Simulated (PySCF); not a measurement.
Geometry relaxation of Ga3As3H6

The run: geometry relaxation of Ga3As3H6 ((HGaAsH)3 ring). Method and program: PBE0-D3(BJ)/def2-SVP geometry optimisation, gas phase (PySCF 2.14.0).

It belongs to a series of runs on one base structure; here: H, AsH.

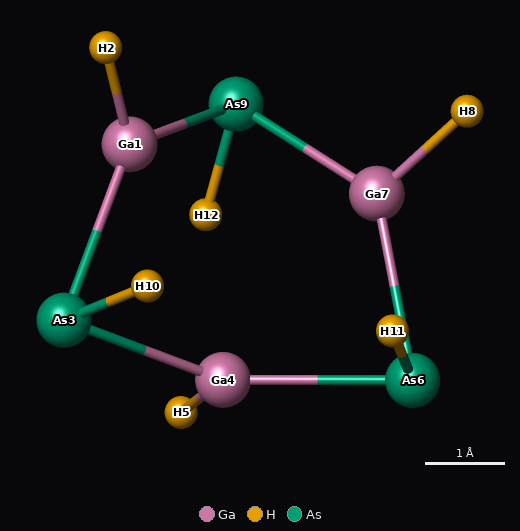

The input geometry (ball-and-stick view, seen at a tilt; atoms are numbered from 1 in the order of the input). Sticks mark near contacts. Bond lengths as drawn: As–Ga 2.42 to 2.60 Å, As–H 1.52 to 1.58 Å and Ga–H 1.57 to 1.77 Å.

Results in brief:

```csv
quantity,value
outcome,converged
total energy,−12482.787455 hartree
dipole moment,0.45 D
point group,C1
hardware,"2 CPU threads, shared host"
wall time,4.9 min (CPU time 11 min)
peak memory,2.3 GiB
```

Input file:
```
{"job": {"xc": "PBE0", "basis": "def2-SVP", "d3": "d3bj", "grid": 1, "maxiter": 40, "shake": 0.03, "kind": "geom"}, "charge": 0, "multiplicity": 1}
Ga     0.004540    -1.948340     0.149070
H      1.094360    -3.072040     0.132430
As    -0.886400    -1.399270    -2.229300
Ga    -1.024250     0.822890    -1.140560
H     -2.627190     0.909830    -0.385210
As     0.372300     2.678490    -0.474690
Ga     0.826380     1.001940     1.371280
H      2.400950     1.163200     1.929640
As    -0.460760    -0.874380     2.453440
H      0.634030    -1.001970    -2.398200
H      1.478730     1.889420    -1.162220
H     -1.697230    -0.252520     1.805330
```

The first line tells a small driver script what to run in PySCF; the rest is the geometry in Å.

Run as:
```bash
OMP_NUM_THREADS=2 python <driver script> task.json out
```

Output:
```
step   0  E = -12482.75535116  max force = 0.046816
step   1  E = -12482.78109149  max force = 0.015002
step   2  E = -12482.78556600  max force = 0.009037
step   3  E = -12482.78652858  max force = 0.002520
step   4  E = -12482.78697192  max force = 0.001368
step   5  E = -12482.78719659  max force = 0.001701
step   6  E = -12482.78730811  max force = 0.001005
step   7  E = -12482.78738454  max force = 0.000538
step   8  E = -12482.78742436  max force = 0.000460
step   9  E = -12482.78744143  max force = 0.000480
step  10  E = -12482.78745505  max force = 0.000368
optimisation converged
```

Trajectory as extended XYZ (Å, eV, eV/Å), 11 frames, from step=0 to step=10:
```
12
Properties=species:S:1:pos:R:3:forces:R:3 step=0 energy=-339673.07445
Ga    0.0045   -1.9483    0.1491   -0.4412   0.4399  -0.1106
H     1.0944   -3.0720    0.1324    0.0998  -0.1365   0.0399
As   -0.8864   -1.3993   -2.2293    1.3381   0.9398   1.2399
Ga   -1.0243    0.8229   -1.1406   -2.4074  -0.2797   0.8087
H    -2.6272    0.9098   -0.3852    1.4164   0.0215  -0.6800
As    0.3723    2.6785   -0.4747   -0.1508  -0.9358   0.1936
Ga    0.8264    1.0019    1.3713    0.9920   0.1137   0.4434
H     2.4009    1.1632    1.9296   -1.0198  -0.1171  -0.3555
As   -0.4608   -0.8744    2.4534    0.3906   0.3255  -1.4538
H     0.6340   -1.0020   -2.3982   -0.5105  -0.5573  -0.1965
H     1.4787    1.8894   -1.1622    0.4875   0.2132  -0.0294
H    -1.6972   -0.2525    1.8053   -0.1948  -0.0272   0.1003
12
Properties=species:S:1:pos:R:3:forces:R:3 step=1 energy=-339673.77488
Ga    0.0365   -1.9124    0.1259   -0.1004  -0.0994  -0.0071
H     1.1292   -3.0480    0.1716    0.0103   0.0179  -0.0188
As   -0.8597   -1.3826   -2.1306    0.3772   0.3866   0.5742
Ga   -1.1352    0.7741   -1.0339   -0.7714   0.0454   0.2689
H    -2.5591    0.9659   -0.2990    0.2719  -0.0797  -0.2710
As    0.3280    2.6117   -0.4703    0.0667  -0.6018   0.0058
Ga    0.8549    1.0030    1.3300    0.3113   0.1961   0.1495
H     2.3261    1.1197    1.9115   -0.0969  -0.0092  -0.0848
As   -0.4477   -0.8304    2.3114   -0.0600   0.1511  -0.6591
H     0.6274   -1.0783   -2.3831   -0.0464  -0.1664  -0.1538
H     1.5201    1.9205   -1.1542    0.0799   0.2206   0.0525
H    -1.7050   -0.2259    1.6717   -0.0421  -0.0612   0.1436
12
Properties=species:S:1:pos:R:3:forces:R:3 step=2 energy=-339673.89664
Ga    0.0478   -1.9207    0.1147    0.1388  -0.2711   0.0816
H     1.1461   -3.0498    0.1752    0.0040   0.0283  -0.0270
As   -0.8447   -1.3616   -2.0613   -0.0296   0.0336  -0.0592
Ga   -1.2164    0.7557   -0.9765    0.3586   0.0752  -0.1383
H    -2.6101    0.9534   -0.3411   -0.4647   0.0395   0.1193
As    0.2914    2.5713   -0.4434   -0.0036  -0.1190   0.0477
Ga    0.9051    1.0221    1.3219    0.0504   0.0680   0.0756
H     2.3597    1.1052    1.8942    0.1371   0.0085   0.0065
As   -0.4270   -0.8103    2.2282   -0.1518   0.0854  -0.0407
H     0.6327   -1.1226   -2.3830    0.0116   0.0058  -0.0809
H     1.5407    1.9909   -1.1186   -0.0308   0.0469  -0.0355
H    -1.7099   -0.2163    1.6407   -0.0202  -0.0011   0.0508
12
Properties=species:S:1:pos:R:3:forces:R:3 step=3 energy=-339673.92283
Ga    0.0614   -1.9428    0.1101    0.0856  -0.1296   0.0295
H     1.1641   -3.0659    0.1768   -0.0069   0.0206  -0.0272
As   -0.8343   -1.3475   -2.0640   -0.0651  -0.0514  -0.0143
Ga   -1.2368    0.7621   -0.9675   -0.0222   0.0873   0.0450
H    -2.6869    0.9576   -0.3685    0.0480  -0.0238  -0.0744
As    0.2800    2.5650   -0.4097   -0.0064  -0.0115   0.0748
Ga    0.9329    1.0202    1.3368    0.0504  -0.0084   0.0668
H     2.3996    1.0841    1.8926    0.0632   0.0083  -0.0121
As   -0.4239   -0.8111    2.2158   -0.1177   0.0460  -0.0030
H     0.6381   -1.1186   -2.4100    0.0169   0.0514  -0.0428
H     1.5316    2.0205   -1.1084   -0.0516   0.0073  -0.0447
H    -1.7103   -0.2064    1.6469    0.0058   0.0038   0.0024
12
Properties=species:S:1:pos:R:3:forces:R:3 step=4 energy=-339673.93490
Ga    0.0710   -1.9653    0.1005    0.0149   0.0418  -0.0279
H     1.1769   -3.0824    0.1679   -0.0059   0.0016  -0.0144
As   -0.8300   -1.3254   -2.0706   -0.0033  -0.0483   0.0433
Ga   -1.2482    0.7757   -0.9492   -0.0083   0.0031   0.0245
H    -2.7227    0.9418   -0.4074    0.0451   0.0063  -0.0306
As    0.2671    2.5668   -0.3458   -0.0043   0.0196   0.0639
Ga    0.9644    1.0017    1.3619    0.0672  -0.0703   0.0411
H     2.4488    1.0374    1.8889   -0.0306   0.0026  -0.0275
As   -0.4344   -0.8194    2.2051   -0.0609   0.0081  -0.0042
H     0.6352   -1.0818   -2.4430   -0.0084   0.0330  -0.0019
H     1.4985    2.0568   -1.1002   -0.0274  -0.0009  -0.0306
H    -1.7112   -0.1886    1.6429    0.0217   0.0034  -0.0357
12
Properties=species:S:1:pos:R:3:forces:R:3 step=5 energy=-339673.94101
Ga    0.0804   -1.9741    0.0794   -0.0095   0.0875  -0.0374
H     1.1877   -3.0869    0.1531    0.0019  -0.0093  -0.0047
As   -0.8209   -1.2909   -2.0749    0.0023  -0.0222   0.0178
Ga   -1.2537    0.7913   -0.9129   -0.0591  -0.0313   0.0127
H    -2.7490    0.9370   -0.4208    0.0633   0.0211  -0.0111
As    0.2625    2.5646   -0.2580    0.0017   0.0296   0.0180
Ga    0.9999    0.9532    1.3853    0.0307  -0.0675   0.0009
H     2.4944    0.9449    1.8803   -0.0336  -0.0078  -0.0117
As   -0.4657   -0.8345    2.1783   -0.0190  -0.0184   0.0475
H     0.6346   -1.0197   -2.4669   -0.0091   0.0084   0.0244
H     1.4577    2.0947   -1.0893    0.0115   0.0039  -0.0059
H    -1.7122   -0.1623    1.5974    0.0189   0.0059  -0.0504
12
Properties=species:S:1:pos:R:3:forces:R:3 step=6 energy=-339673.94405
Ga    0.0817   -1.9698    0.0632   -0.0163   0.0501  -0.0203
H     1.1920   -3.0794    0.1410    0.0011  -0.0051  -0.0058
As   -0.8210   -1.2636   -2.0781   -0.0030  -0.0019   0.0040
Ga   -1.2564    0.8059   -0.8886   -0.0329  -0.0224  -0.0036
H    -2.7545    0.9618   -0.4176    0.0211   0.0193   0.0018
As    0.2736    2.5581   -0.2015    0.0122  -0.0054  -0.0041
Ga    1.0204    0.9028    1.3963   -0.0007  -0.0067  -0.0223
H     2.5177    0.8553    1.8751   -0.0182  -0.0149  -0.0031
As   -0.4999   -0.8473    2.1610    0.0067  -0.0265   0.0517
H     0.6308   -0.9738   -2.4696   -0.0023  -0.0019   0.0225
H     1.4443    2.1107   -1.0780    0.0259   0.0080   0.0123
H    -1.7132   -0.1434    1.5478    0.0064   0.0073  -0.0330
12
Properties=species:S:1:pos:R:3:forces:R:3 step=7 energy=-339673.94613
Ga    0.0733   -1.9625    0.0565   -0.0078   0.0019   0.0057
H     1.1866   -3.0702    0.1267   -0.0023  -0.0003  -0.0051
As   -0.8298   -1.2496   -2.0783   -0.0085   0.0113  -0.0096
Ga   -1.2566    0.8183   -0.8827    0.0043   0.0002  -0.0101
H    -2.7506    1.0009   -0.4160   -0.0091   0.0109   0.0064
As    0.2938    2.5504   -0.1836    0.0075  -0.0274  -0.0064
Ga    1.0257    0.8730    1.3991   -0.0163   0.0277  -0.0211
H     2.5217    0.8020    1.8727    0.0068  -0.0161   0.0047
As   -0.5199   -0.8557    2.1585    0.0068  -0.0153   0.0185
H     0.6241   -0.9563   -2.4581    0.0023  -0.0030   0.0083
H     1.4604    2.1039   -1.0665    0.0197   0.0052   0.0150
H    -1.7135   -0.1368    1.5227   -0.0034   0.0047  -0.0063
12
Properties=species:S:1:pos:R:3:forces:R:3 step=8 energy=-339673.94721
Ga    0.0581   -1.9580    0.0517   -0.0030  -0.0202   0.0138
H     1.1718   -3.0665    0.1103   -0.0065   0.0009  -0.0026
As   -0.8412   -1.2363   -2.0811   -0.0037   0.0116  -0.0098
Ga   -1.2537    0.8330   -0.8849    0.0227   0.0093  -0.0077
H    -2.7440    1.0432   -0.4194   -0.0143   0.0041   0.0061
As    0.3183    2.5423   -0.1759   -0.0010  -0.0189  -0.0062
Ga    1.0274    0.8529    1.4016   -0.0085   0.0237  -0.0025
H     2.5225    0.7613    1.8745    0.0096  -0.0117   0.0053
As   -0.5340   -0.8628    2.1593    0.0019   0.0017  -0.0135
H     0.6173   -0.9488   -2.4476    0.0031  -0.0013  -0.0037
H     1.4892    2.0899   -1.0503    0.0072   0.0000   0.0088
H    -1.7160   -0.1329    1.5129   -0.0078   0.0008   0.0120
12
Properties=species:S:1:pos:R:3:forces:R:3 step=9 energy=-339673.94767
Ga    0.0412   -1.9572    0.0471   -0.0033  -0.0161   0.0090
H     1.1504   -3.0707    0.0974   -0.0080  -0.0011   0.0017
As   -0.8483   -1.2238   -2.0867    0.0049   0.0076  -0.0038
Ga   -1.2468    0.8462   -0.8887    0.0181   0.0051  -0.0026
H    -2.7353    1.0735   -0.4235   -0.0049   0.0007   0.0022
As    0.3394    2.5375   -0.1704   -0.0046   0.0008  -0.0041
Ga    1.0289    0.8408    1.4052   -0.0020   0.0057   0.0094
H     2.5227    0.7309    1.8796    0.0052  -0.0054   0.0031
As   -0.5451   -0.8666    2.1585    0.0018   0.0098  -0.0247
H     0.6145   -0.9460   -2.4444    0.0004  -0.0011  -0.0067
H     1.5151    2.0793   -1.0354   -0.0001  -0.0039   0.0016
H    -1.7213   -0.1267    1.5124   -0.0073  -0.0019   0.0147
12
Properties=species:S:1:pos:R:3:forces:R:3 step=10 energy=-339673.94805
Ga    0.0217   -1.9586    0.0428   -0.0033  -0.0032  -0.0008
H     1.1201   -3.0826    0.0897   -0.0074  -0.0039   0.0053
As   -0.8508   -1.2113   -2.0947    0.0104   0.0013   0.0038
Ga   -1.2351    0.8586   -0.8935    0.0050  -0.0026   0.0015
H    -2.7226    1.0966   -0.4279    0.0047  -0.0011  -0.0024
As    0.3596    2.5363   -0.1665   -0.0032   0.0163   0.0003
Ga    1.0299    0.8330    1.4092    0.0024  -0.0110   0.0122
H     2.5220    0.7060    1.8866   -0.0019   0.0009  -0.0006
As   -0.5557   -0.8673    2.1559    0.0029   0.0124  -0.0189
H     0.6163   -0.9470   -2.4449   -0.0013  -0.0009  -0.0047
H     1.5395    2.0717   -1.0221   -0.0037  -0.0053  -0.0037
H    -1.7294   -0.1181    1.5164   -0.0046  -0.0028   0.0081
```

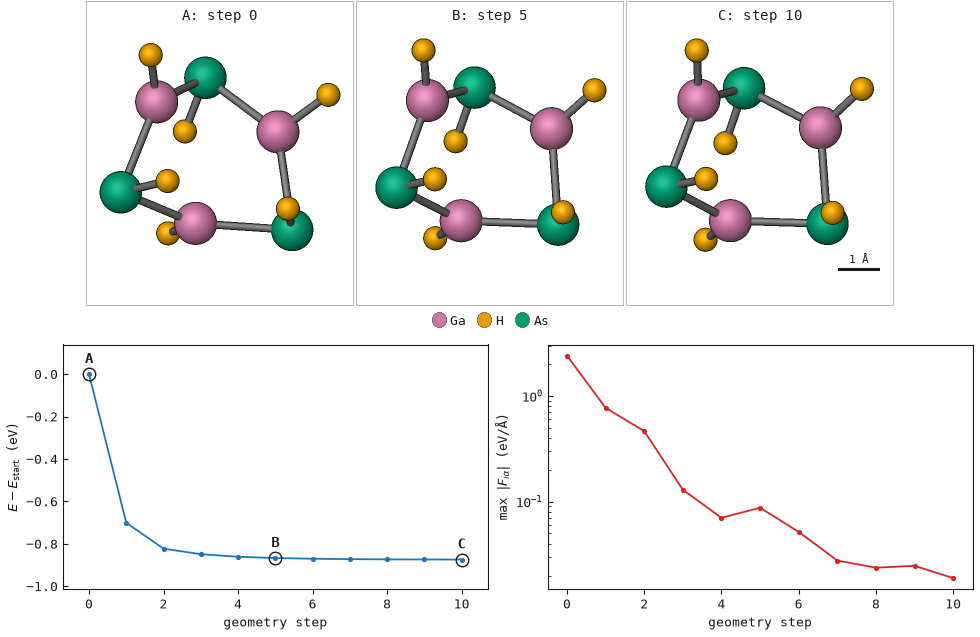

Frames of the relaxation (ball-and-stick view, seen at a tilt) above the curves, on which the letters mark them (steps are counted from 0).

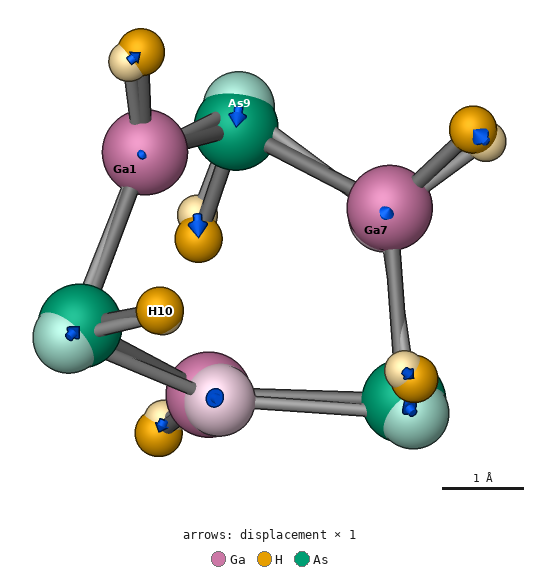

Start (faint) and end (solid) with the displacements as blue arrows, at true length (ball-and-stick view, seen at a tilt). The two geometries are laid on each other by the best rigid fit. The energy falls by 0.874 eV in 10 geometry steps. Largest force component: 2.4 eV/Å at the start, 0.019 eV/Å at the end. The largest moves after the best rigid fit, 0.32 Å, are those of Ga4 and H12. Largest moves by element: H 0.32 Å, Ga 0.32 Å, As 0.28 Å. Distances before and after: Ga4–H5 1.774 → 1.577 Å, Ga1–As3 2.598 → 2.427 Å, Ga1–As9 2.585 → 2.447 Å, As6–Ga7 2.535 → 2.415 Å. Among the angles that change: As6–Ga7–As9 135.5° → 120.7°, Ga4–As3–H10 82.8° → 96.8°, Ga4–As6–H11 84.1° → 97.4°. (Atoms are counted from 1 in the order of the input.)
